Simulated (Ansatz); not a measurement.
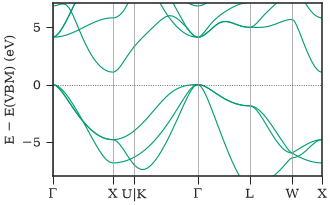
Fig. 1. Band structure from PBEsol (plane waves, PAW; program Ansatz)

Problem. Read off the gap and where the band edges lie.

Solution. About 1.1 eV (1.08 eV by a search for the band edges); maximum at Γ, minimum at X.

Problem. Which of these materials gives this?
(A) CuCl, zinc blende
(B) TeO2, fluorite
(C) Be2C, fluorite or antifluorite type
(D) MgSe, rock salt

Solution. C, Be2C, fluorite or antifluorite type

Space group Fm-3m (fluorite or antifluorite type). The PBEsol relaxation kept the symmetry of its start.

Potentials: the later of the program's two PAW sets.
